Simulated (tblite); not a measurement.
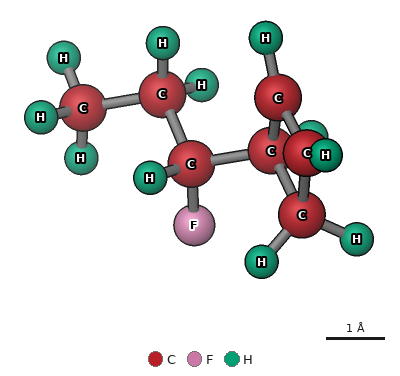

This is the input geometry for a relaxation of C₇H₁₁F. A ball-and-stick model, seen from a free direction.

All numbers below come from tblite 0.8.0, GFN2-xTB geometry optimisation, gas phase.

```xyz
19

C    -2.7699    0.5378   -0.4242
C    -1.4911   -0.2218   -0.6679
C    -0.4021    0.1598    0.3560
F    -0.8555   -0.1632    1.5906
C     0.8784   -0.6133    0.1166
C     1.7446   -0.1504   -1.0543
C     2.7900    0.1751   -0.2655
C     2.0729   -0.1907    1.0189
H    -3.1748    0.3372    0.5763
H    -2.6211    1.6179   -0.5149
H    -3.5367    0.2420   -1.1595
H    -1.1398   -0.0421   -1.6777
H    -1.7024   -1.2979   -0.5681
H    -0.2372    1.2454    0.3404
H     0.6955   -1.6868    0.1391
H     1.5864   -0.1207   -2.1137
H     3.7851    0.5696   -0.4473
H     2.5009   -1.0249    1.5912
H     1.8669    0.6364    1.7097
```

What does the optimiser find from here?

Answer. The largest move after the best rigid fit is that of H17, 0.13 Å. Largest moves by element: H 0.13 Å, F 0.09 Å, C 0.07 Å. Near-neighbour distances that change, for instance: C3–F4 1.354 → 1.388 Å, C6–C7 1.349 → 1.329 Å, C5–C6 1.528 → 1.508 Å, C1–C2 1.507 → 1.525 Å. Among the angles between lasting bonds that change: C3–C2–H12 110.4° → 108.2°. The energy falls by 8.11 kJ/mol in 58 geometry steps.

The structure at the end:

```xyz
19

C    -2.7578    0.5804   -0.4587
C    -1.4919   -0.2465   -0.6554
C    -0.4190    0.0993    0.3737
F    -0.8866   -0.2374    1.6366
C     0.8904   -0.6399    0.1315
C     1.7170   -0.1551   -1.0329
C     2.7399    0.2256   -0.2749
C     2.0913   -0.1928    1.0142
H    -3.1464    0.4370    0.5467
H    -2.5504    1.6391   -0.6014
H    -3.5206    0.2779   -1.1718
H    -1.0798   -0.0700   -1.6497
H    -1.7293   -1.3084   -0.5635
H    -0.2451    1.1834    0.4021
H     0.7063   -1.7162    0.1503
H     1.5159   -0.1438   -2.0887
H     3.7012    0.6636   -0.4736
H     2.5895   -0.9988    1.5498
H     1.8655    0.6120    1.7114
```

The end point in the same view:

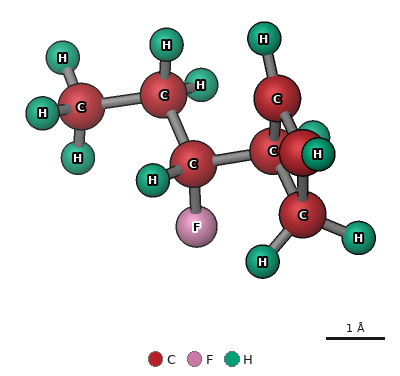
